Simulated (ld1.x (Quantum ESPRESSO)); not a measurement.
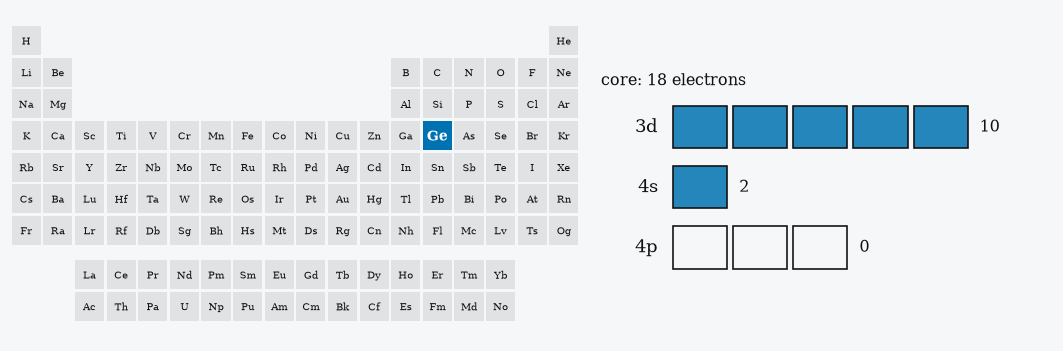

Left, the place of germanium in the periodic table; right, the valence shells of the reference configuration: a box for each of the 2l + 1 orbitals, shaded by the share of the shell that is filled, with the electron count at the right.

**Ge: pseudopotential generation (part 1 of 2)**

Germanium (Ge, Z = 32), core [Ar], reference valence 3d10 4s2 4p0 (an ion of charge +2), valence charge 14. Computed at this level: RRKJ potential, PBE, fully relativistic, made with ld1.x (Quantum ESPRESSO) 7.5.

**Summary**

- outcome: generated, with a ghost state; no spin-orbit splitting in 3d; the pseudo-atom misses its reference levels by up to 0.35 eV (3d)
- reference test: the pseudo-atom misses its own reference levels by up to 0.35 eV
- cutoffs needed: 200 Ry and over 300 Ry (the cutoffs, on a coarse ladder, from which the occupation-weighted sum of valence levels, in a spherical-Bessel basis at the reference potential, stays within 10 and 1 mRy of its value at 400 Ry); ghost states and empty shells don't enter this sum
- ghost test: ghost states below the valence levels: s at -378.3 eV, p3/2 at -159.3 eV, p1/2 at -155.4 eV (spherical-Bessel basis up to 400 Ry, 20 bohr box)
- largest excitation error: +30 meV (all-electron minus pseudo) for 3d10 4s1 4p0, out of 7 test configurations
- range over which the phases arctan(r u′/u) at the test radius agree within 0.05 rad (a looser test near the poles than one of phase shifts): s: up to about 2.0 Ry; p1/2: over the whole range computed; p3/2: over the whole range computed; d3/2: not judged, since its reference level lies on a steep step; d5/2: not judged, since its reference level lies on a steep step
- hardware: 1 CPU thread, shared host
- wall time: 2.2 s

**Remarks**

The potential has a bound ghost state, so it can't be used as it stands. The potential has no spin-orbit splitting in 3d, whose channel is the local potential: both pseudo levels lie at −3.6150 Ry, against −3.6410 and −3.5978 Ry all-electron.

**Input file**
```
 &input
   title='Ge', zed=32., rel=2, dft='PBE', iswitch=3,
   config='[Ar] 3d10 4s2 4p0', rel_dist='average',
   nld=5, rlderiv=1.85, eminld=-6.0, emaxld=5.0, deld=0.02
 /
 &inputp
   pseudotype=2, tm=.false., lloc=2,
   nlcc=.false.,
   file_pseudopw='Ge.UPF', file_wfcaegen='ae.wfc', file_wfcncgen='nc.wfc', file_beta='beta', file_chi='chi'
 /
3
4S  1  0   2.00   0.00  1.45  1.45  0.0
4P  2  1   0.00   0.00  1.70  1.70  0.0
3D  3  2  10.00   0.00  1.22  1.22  0.0
 &test
   configts(1)='3d10 4s2 4p0'
 /
```

**Input of the test run**
```
 &input
   title='Ge', zed=32., rel=2, dft='PBE', iswitch=2,
   config='[Ar] 3d10 4s2 4p0', rel_dist='average'
 /
 &test
   file_pseudo='Ge.UPF', nconf=8,
   configts(1)='3d10 4s2 4p0',
   configts(2)='3d10 4s2 4p2',
   configts(3)='3d10 4s2 4p1',
   configts(4)='3d10 4s1 4p0',
   configts(5)='3d10 4s1 4p3',
   configts(6)='3d10 4s1 4p2',
   configts(7)='3d10 4s0 4p4',
   configts(8)='3d10 4s2 4p2.3'
 /
```

Command:
```bash
ld1.x < Ge.in > Ge.out
```

**Output**
```
     Program LD1 v.7.5
     --------------------------- All-electron run ----------------------------

     Ge
     dirac relativistic calculation

     atomic number is 32.00
     dft =PBE   lsd =0 sic =0 latt =0  beta=0.20 tr2=1.0E-14
     Exchange-correlation= PBE
                           (   1   4   3   4   0   0   0)
     mesh =1207 r(mesh) = 100.41023 a.u. xmin = -7.00 dx = 0.01250
     1 Ry =  13.60569312 eV, c = 137.03599908

     n l j   nl                  e(Ry)          e(Ha)          e(eV)
     Spin orbit split results
     1 0 0.5 1S 1( 2.00)      -806.8780      -403.4390    -10978.1338
     2 0 0.5 2S 1( 2.00)      -102.2534       -51.1267     -1391.2288
     2 1 0.5 2P 1( 2.00)       -91.1148       -45.5574     -1239.6807
     2 1 1.5 2P 1( 4.00)       -88.7719       -44.3860     -1207.8039
     3 0 0.5 3S 1( 2.00)       -13.8461        -6.9231      -188.3862
     3 1 0.5 3P 1( 2.00)       -10.1737        -5.0868      -138.4199
     3 1 1.5 3P 1( 4.00)        -9.8594        -4.9297      -134.1435
     3 2 1.5 3D 1( 4.00)        -3.6410        -1.8205       -49.5381
     3 2 2.5 3D 1( 6.00)        -3.5978        -1.7989       -48.9505
     4 0 0.5 4S 1( 2.00)        -2.1495        -1.0748       -29.2456
     4 1 0.5 4P 1( 0.00)        -1.4708        -0.7354       -20.0108
     4 1 1.5 4P 1( 0.00)        -1.4483        -0.7241       -19.7049
     Averaged results
     1 0     1S 1( 2.00)      -806.8780      -403.4390    -10978.1338
     2 0     2S 1( 2.00)      -102.2534       -51.1267     -1391.2288
     2 1     2P 1( 6.00)       -89.5529       -44.7765     -1218.4295
     3 0     3S 1( 2.00)       -13.8461        -6.9231      -188.3862
     3 1     3P 1( 6.00)        -9.9641        -4.9821      -135.5690
     3 2     3D 1(10.00)        -3.6151        -1.8075       -49.1855
     4 0     4S 1( 2.00)        -2.1495        -1.0748       -29.2456
     4 1     4P 1( 0.00)        -1.4558        -0.7279       -19.8069

     final scf error:  1.0E-14 reached in  35 iterations

     Etot =   -4196.186919 Ry,   -2098.093459 Ha,  -57092.031503 eV

     Ekin =    4285.226383 Ry,    2142.613191 Ha,   58303.475125 eV
     Encl =  -10083.425626 Ry,   -5041.712813 Ha, -137191.994695 eV
     Eh   =    1760.209306 Ry,     880.104653 Ha,   23948.867654 eV
     Exc  =    -158.196982 Ry,     -79.098491 Ha,   -2152.379587 eV

     normalization and overlap integrals

     s(1S/1S) =  1.000000  <r> =   0.0470  <r2> =    0.0030  r(max) =   0.0309
     s(2S/2S) =  1.000000  <r> =   0.2098  <r2> =    0.0520  r(max) =   0.1754
     s(2P/2P) =  1.000000  <r> =   0.1812  <r2> =    0.0403  r(max) =   0.1401
     s(2P/2P) =  1.000000  <r> =   0.1848  <r2> =    0.0418  r(max) =   0.1418
     s(3S/3S) =  1.000000  <r> =   0.6241  <r2> =    0.4494  r(max) =   0.5402
     s(3P/3P) =  1.000000  <r> =   0.6397  <r2> =    0.4819  r(max) =   0.5402
     s(3P/3P) =  1.000000  <r> =   0.6503  <r2> =    0.4980  r(max) =   0.5470
     s(3D/3D) =  1.000000  <r> =   0.7286  <r2> =    0.6776  r(max) =   0.5012
     s(3D/3D) =  1.000000  <r> =   0.7337  <r2> =    0.6872  r(max) =   0.5075
     s(4S/4S) =  1.000000  <r> =   1.9416  <r2> =    4.2909  r(max) =   1.6641
     s(4P/4P) =  1.000000  <r> =   2.3123  <r2> =    6.1291  r(max) =   1.9577
     s(4P/4P) =  1.000000  <r> =   2.3429  <r2> =    6.2889  r(max) =   1.9823

     ------------------------ End of All-electron run ------------------------

     --------------------- Generating NC pseudopotential ---------------------

      Generating local pot.: lloc=2, j= 1.50, matching radius rcloc =   1.2200

      Generating local pot.: lloc=2, j= 2.50, matching radius rcloc =   1.2200

     Fully relativistic calculation: |psi|^2

     Wfc 4S LC norm =  0.99992105 SC norm =  0.00007322 missing  0.00000573

     Wfc 4P LC norm =  0.99994378 SC norm =  0.00005567 missing  0.00000056

     Wfc 4P LC norm =  0.99994495 SC norm =  0.00004501 missing  0.00001004

      Wfc   4S  rcut= 1.432  Estimated cut-off energy=       58.77 Ry
      This function has    0 nodes for 0 < r <    1.432

      Wfc   4P  rcut= 1.706  Estimated cut-off energy=       58.91 Ry
      This function has    0 nodes for 0 < r <    1.706

      Wfc   4P  rcut= 1.706  Estimated cut-off energy=       58.83 Ry
      This function has    0 nodes for 0 < r <    1.706

     ------------------- End of pseudopotential generation -------------------

     --------------------------- All-electron run ----------------------------

     Ge
     dirac relativistic calculation

     atomic number is 32.00
     dft =PBE   lsd =0 sic =0 latt =0  beta=0.20 tr2=1.0E-14
     Exchange-correlation= PBE
                           (   1   4   3   4   0   0   0)
     mesh =1207 r(mesh) = 100.41023 a.u. xmin = -7.00 dx = 0.01250
     1 Ry =  13.60569312 eV, c = 137.03599908

     n l j   nl                  e(Ry)          e(Ha)          e(eV)
     Spin orbit split results
     1 0 0.5 1S 1( 2.00)      -806.8780      -403.4390    -10978.1338
     2 0 0.5 2S 1( 2.00)      -102.2534       -51.1267     -1391.2288
     2 1 0.5 2P 1( 2.00)       -91.1148       -45.5574     -1239.6807
     2 1 1.5 2P 1( 4.00)       -88.7719       -44.3860     -1207.8039
     3 0 0.5 3S 1( 2.00)       -13.8461        -6.9231      -188.3862
     3 1 0.5 3P 1( 2.00)       -10.1737        -5.0868      -138.4199
     3 1 1.5 3P 1( 4.00)        -9.8594        -4.9297      -134.1435
     3 2 1.5 3D 1( 4.00)        -3.6410        -1.8205       -49.5381
     3 2 2.5 3D 1( 6.00)        -3.5978        -1.7989       -48.9505
     4 0 0.5 4S 1( 2.00)        -2.1495        -1.0748       -29.2456
     4 1 0.5 4P 1( 0.00)        -1.4708        -0.7354       -20.0108
     4 1 1.5 4P 1( 0.00)        -1.4483        -0.7241       -19.7049
     Averaged results
     1 0     1S 1( 2.00)      -806.8780      -403.4390    -10978.1338
     2 0     2S 1( 2.00)      -102.2534       -51.1267     -1391.2288
     2 1     2P 1( 6.00)       -89.5529       -44.7765     -1218.4295
     3 0     3S 1( 2.00)       -13.8461        -6.9231      -188.3862
     3 1     3P 1( 6.00)        -9.9641        -4.9821      -135.5690
     3 2     3D 1(10.00)        -3.6151        -1.8075       -49.1855
     4 0     4S 1( 2.00)        -2.1495        -1.0748       -29.2456
     4 1     4P 1( 0.00)        -1.4558        -0.7279       -19.8069

     final scf error:  1.0E-14 reached in  35 iterations

     Etot =   -4196.186919 Ry,   -2098.093459 Ha,  -57092.031503 eV

     Ekin =    4285.226383 Ry,    2142.613191 Ha,   58303.475125 eV
     Encl =  -10083.425626 Ry,   -5041.712813 Ha, -137191.994695 eV
     Eh   =    1760.209306 Ry,     880.104653 Ha,   23948.867654 eV
     Exc  =    -158.196982 Ry,     -79.098491 Ha,   -2152.379587 eV

     normalization and overlap integrals

     s(1S/1S) =  1.000000  <r> =   0.0470  <r2> =    0.0030  r(max) =   0.0309
     s(2S/2S) =  1.000000  <r> =   0.2098  <r2> =    0.0520  r(max) =   0.1754
     s(2P/2P) =  1.000000  <r> =   0.1812  <r2> =    0.0403  r(max) =   0.1401
     s(2P/2P) =  1.000000  <r> =   0.1848  <r2> =    0.0418  r(max) =   0.1418
     s(3S/3S) =  1.000000  <r> =   0.6241  <r2> =    0.4494  r(max) =   0.5402
     s(3P/3P) =  1.000000  <r> =   0.6397  <r2> =    0.4819  r(max) =   0.5402
     s(3P/3P) =  1.000000  <r> =   0.6503  <r2> =    0.4980  r(max) =   0.5470
     s(3D/3D) =  1.000000  <r> =   0.7286  <r2> =    0.6776  r(max) =   0.5012
     s(3D/3D) =  1.000000  <r> =   0.7337  <r2> =    0.6872  r(max) =   0.5075
     s(4S/4S) =  1.000000  <r> =   1.9416  <r2> =    4.2909  r(max) =   1.6641
     s(4P/4P) =  1.000000  <r> =   2.3123  <r2> =    6.1291  r(max) =   1.9577
     s(4P/4P) =  1.000000  <r> =   2.3429  <r2> =    6.2889  r(max) =   1.9823

     ------------------------ End of All-electron run ------------------------

     Computing logarithmic derivative in   1.85064
     Computing logarithmic derivative in   1.85064
     Computing the partial wave expansion
     R is outside the sphere for l=    0 j= 0.50
     R is outside the sphere for l=    1 j= 0.50
     R is outside the sphere for l=    1 j= 1.50
       no projector for channel:   2
       no projector for channel:   2

     ---------------------- Testing the pseudopotential ----------------------

     Ge
     dirac relativistic calculation

     atomic number is 32.00   valence charge is 14.00
     dft =PBE   lsd =0 sic =0 latt =0  beta=0.20 tr2=1.0E-14
     mesh =1207 r(mesh) = 100.41023 xmin = -7.00 dx = 0.01250

     n l  j  nl             e AE (Ry)       e PS (Ry)    De AE-PS (Ry)
     3 2 1.5 3D   1( 4.00)       -3.64098       -3.61500       -0.02599  !
     3 2 2.5 3D   1( 6.00)       -3.59780       -3.61500        0.01720  !
     1 0 0.5 4S   1( 2.00)       -2.14951       -2.14952        0.00001
     2 1 0.5 4P   1( 0.00)       -1.47077       -1.47076       -0.00001
     2 1 1.5 4P   1( 0.00)       -1.44829       -1.44829        0.00001

     eps = 3.3E-15  iter = 25

     Etot =   -4196.186919 Ry,   -2098.093459 Ha,  -57092.031503 eV
     Etotps =  -178.017213 Ry,     -89.008606 Ha,   -2422.047567 eV

     Ekin =     222.557481 Ry,     111.278741 Ha,    3028.048793 eV
     Encl =    -525.047399 Ry,    -262.523700 Ha,   -7143.633788 eV
     Ehrt =     143.966582 Ry,      71.983291 Ha,    1958.765130 eV
     Ecxc =     -21.573080 Ry,     -10.786540 Ha,    -293.516712 eV
     Epseu=       2.079204 Ry,       1.039602 Ha,      28.289010 eV

     ---------------------- End of pseudopotential test ----------------------
```

**Output of the test run (extracts)**
```
     ---------------------- Testing the pseudopotential ----------------------

     Ge
     dirac relativistic calculation

     atomic number is 32.00   valence charge is 14.00
     dft =PBE   lsd =0 sic =0 latt =0  beta=0.20 tr2=1.0E-14
     mesh =1207 r(mesh) = 100.41023 xmin = -7.00 dx = 0.01250

     n l  j  nl             e AE (Ry)       e PS (Ry)    De AE-PS (Ry)
     3 2 1.5 3D   1( 4.00)       -3.64098       -3.61500       -0.02599  !
     3 2 2.5 3D   1( 6.00)       -3.59780       -3.61500        0.01720  !
     1 0 0.5 4S   1( 2.00)       -2.14951       -2.14952        0.00001
     2 1 0.5 4P   1( 0.00)       -1.47077       -1.47076       -0.00001
     2 1 1.5 4P   1( 0.00)       -1.44829       -1.44829        0.00001

     eps = 3.3E-15  iter = 34

     Etot =   -4196.186919 Ry,   -2098.093459 Ha,  -57092.031503 eV
     Etotps =  -178.017213 Ry,     -89.008606 Ha,   -2422.047566 eV

     Ekin =     222.557481 Ry,     111.278741 Ha,    3028.048792 eV
     Encl =    -525.047399 Ry,    -262.523700 Ha,   -7143.633787 eV
     Ehrt =     143.966582 Ry,      71.983291 Ha,    1958.765130 eV
     Ecxc =     -21.573080 Ry,     -10.786540 Ha,    -293.516712 eV
     Epseu=       2.079204 Ry,       1.039602 Ha,      28.289010 eV

     ---------------------- End of pseudopotential test ----------------------

     ---------------------- Testing the pseudopotential ----------------------

     Ge
     dirac relativistic calculation

     atomic number is 32.00   valence charge is 14.00
     dft =PBE   lsd =0 sic =0 latt =0  beta=0.20 tr2=1.0E-14
     mesh =1207 r(mesh) = 100.41023 xmin = -7.00 dx = 0.01250

     n l  j  nl             e AE (Ry)       e PS (Ry)    De AE-PS (Ry)
     3 2 1.5 3D   1( 4.00)       -2.17949       -2.16570       -0.01379  !
     3 2 2.5 3D   1( 6.00)       -2.13650       -2.16570        0.02920  !
     1 0 0.5 4S   1( 2.00)       -0.86205       -0.86318        0.00114
     2 1 0.5 4P   1( 0.67)       -0.29555       -0.29603        0.00048
     2 1 1.5 4P   1( 1.33)       -0.28183       -0.28230        0.00047

     eps = 5.1E-15  iter = 35

     Etot =   -4197.869181 Ry,   -2098.934591 Ha,  -57114.919854 eV
     Etotps =  -179.700582 Ry,     -89.850291 Ha,   -2444.950978 eV
     dEtot_ae =      -1.682263 Ry
     dEtot_ps =      -1.683370 Ry,   Delta E=       0.001107 Ry

     Ekin =     223.109332 Ry,     111.554666 Ha,    3035.557109 eV
     Encl =    -544.941398 Ry,    -272.470699 Ha,   -7414.305431 eV
     Ehrt =     162.429513 Ry,      81.214756 Ha,    2209.966101 eV
     Ecxc =     -22.496766 Ry,     -11.248383 Ha,    -306.084097 eV
     Epseu=       2.198737 Ry,       1.099368 Ha,      29.915340 eV

     ---------------------- End of pseudopotential test ----------------------

     ---------------------- Testing the pseudopotential ----------------------

     Ge
     dirac relativistic calculation

     atomic number is 32.00   valence charge is 14.00
     dft =PBE   lsd =0 sic =0 latt =0  beta=0.20 tr2=1.0E-14
     mesh =1207 r(mesh) = 100.41023 xmin = -7.00 dx = 0.01250

     n l  j  nl             e AE (Ry)       e PS (Ry)    De AE-PS (Ry)
     3 2 1.5 3D   1( 4.00)       -2.84158       -2.82398       -0.01760  !
     3 2 2.5 3D   1( 6.00)       -2.79853       -2.82398        0.02545  !
     1 0 0.5 4S   1( 2.00)       -1.45935       -1.46050        0.00115
     2 1 0.5 4P   1( 0.33)       -0.83830       -0.83901        0.00071
     2 1 1.5 4P   1( 0.67)       -0.82039       -0.82110        0.00070

     eps = 6.6E-15  iter = 31

     Etot =   -4197.321890 Ry,   -2098.660945 Ha,  -57107.473578 eV
     Etotps =  -179.152669 Ry,     -89.576334 Ha,   -2437.496231 eV
     dEtot_ae =      -1.134972 Ry
     dEtot_ps =      -1.135456 Ry,   Delta E=       0.000484 Ry

     Ekin =     222.856762 Ry,     111.428381 Ha,    3032.120720 eV
     Encl =    -535.845995 Ry,    -267.922997 Ha,   -7290.556166 eV
     Ehrt =     153.717317 Ry,      76.858659 Ha,    2091.430645 eV
     Ecxc =     -22.066422 Ry,     -11.033211 Ha,    -300.228962 eV
     Epseu=       2.185668 Ry,       1.092834 Ha,      29.737532 eV

     ---------------------- End of pseudopotential test ----------------------

     ---------------------- Testing the pseudopotential ----------------------

     Ge
     dirac relativistic calculation

     atomic number is 32.00   valence charge is 14.00
     dft =PBE   lsd =0 sic =0 latt =0  beta=0.20 tr2=1.0E-14
     mesh =1207 r(mesh) = 100.41023 xmin = -7.00 dx = 0.01250

     n l  j  nl             e AE (Ry)       e PS (Ry)    De AE-PS (Ry)
     3 2 1.5 3D   1( 4.00)       -4.66279       -4.62633       -0.03647  !
     3 2 2.5 3D   1( 6.00)       -4.61926       -4.62633        0.00707  !
     1 0 0.5 4S   1( 1.00)       -2.97305       -2.96767       -0.00538  !
     2 1 0.5 4P   1( 0.00)       -2.22869       -2.22396       -0.00473
     2 1 1.5 4P   1( 0.00)       -2.20059       -2.19600       -0.00460

     eps = 9.3E-15  iter = 46

     Etot =   -4193.629834 Ry,   -2096.814917 Ha,  -57057.240599 eV
     Etotps =  -175.462368 Ry,     -87.731184 Ha,   -2387.287138 eV
     dEtot_ae =       2.557084 Ry
     dEtot_ps =       2.554844 Ry,   Delta E=       0.002240 Ry

     Ekin =     223.337934 Ry,     111.668967 Ha,    3038.667391 eV
     Encl =    -511.513569 Ry,    -255.756785 Ha,   -6959.496653 eV
     Ehrt =     132.432586 Ry,      66.216293 Ha,    1801.837123 eV
     Ecxc =     -20.950407 Ry,     -10.475204 Ha,    -285.044811 eV
     Epseu=       1.231089 Ry,       0.615544 Ha,      16.749813 eV

     ---------------------- End of pseudopotential test ----------------------

     ---------------------- Testing the pseudopotential ----------------------

     Ge
     dirac relativistic calculation

     atomic number is 32.00   valence charge is 14.00
     dft =PBE   lsd =0 sic =0 latt =0  beta=0.20 tr2=1.0E-14
     mesh =1207 r(mesh) = 100.41023 xmin = -7.00 dx = 0.01250

     n l  j  nl             e AE (Ry)       e PS (Ry)    De AE-PS (Ry)
     3 2 1.5 3D   1( 4.00)       -2.30727       -2.29473       -0.01254  !
     3 2 2.5 3D   1( 6.00)       -2.26418       -2.29473        0.03055  !
     1 0 0.5 4S   1( 1.00)       -0.93225       -0.93305        0.00080
     2 1 0.5 4P   1( 1.00)       -0.34697       -0.34733        0.00037
     2 1 1.5 4P   1( 2.00)       -0.33193       -0.33230        0.00037

     eps = 4.1E-15  iter = 34

     Etot =   -4197.283471 Ry,   -2098.641736 Ha,  -57106.950860 eV
     Etotps =  -179.114329 Ry,     -89.557165 Ha,   -2436.974600 eV
     dEtot_ae =      -1.096553 Ry
     dEtot_ps =      -1.097117 Ry,   Delta E=       0.000564 Ry

     Ekin =     223.980190 Ry,     111.990095 Ha,    3047.405732 eV
     Encl =    -543.337582 Ry,    -271.668791 Ha,   -7392.484405 eV
     Ehrt =     160.873654 Ry,      80.436827 Ha,    2188.797563 eV
     Ecxc =     -22.394426 Ry,     -11.197213 Ha,    -304.691694 eV
     Epseu=       1.763835 Ry,       0.881918 Ha,      23.998203 eV

     ---------------------- End of pseudopotential test ----------------------

     ---------------------- Testing the pseudopotential ----------------------

     Ge
     dirac relativistic calculation

     atomic number is 32.00   valence charge is 14.00
     dft =PBE   lsd =0 sic =0 latt =0  beta=0.20 tr2=1.0E-14
     mesh =1207 r(mesh) = 100.41023 xmin = -7.00 dx = 0.01250

     n l  j  nl             e AE (Ry)       e PS (Ry)    De AE-PS (Ry)
     3 2 1.5 3D   1( 4.00)       -2.96893       -2.95291       -0.01602  !
     3 2 2.5 3D   1( 6.00)       -2.92577       -2.95291        0.02714  !
     1 0 0.5 4S   1( 1.00)       -1.53132       -1.53192        0.00060
     2 1 0.5 4P   1( 0.67)       -0.89643       -0.89681        0.00038
     2 1 1.5 4P   1( 1.33)       -0.87750       -0.87788        0.00039

     eps = 6.3E-15  iter = 36

     Etot =   -4196.681511 Ry,   -2098.340756 Ha,  -57098.760780 eV
     Etotps =  -178.511958 Ry,     -89.255979 Ha,   -2428.778924 eV
     dEtot_ae =      -0.494593 Ry
     dEtot_ps =      -0.494746 Ry,   Delta E=       0.000153 Ry

     Ekin =     223.782474 Ry,     111.891237 Ha,    3044.715664 eV
     Encl =    -534.242152 Ry,    -267.121076 Ha,   -7268.734773 eV
     Ehrt =     152.197508 Ry,      76.098754 Ha,    2070.752582 eV
     Ecxc =     -21.955748 Ry,     -10.977874 Ha,    -298.723171 eV
     Epseu=       1.705960 Ry,       0.852980 Ha,      23.210774 eV

     ---------------------- End of pseudopotential test ----------------------
```

(Continued in part 2.)
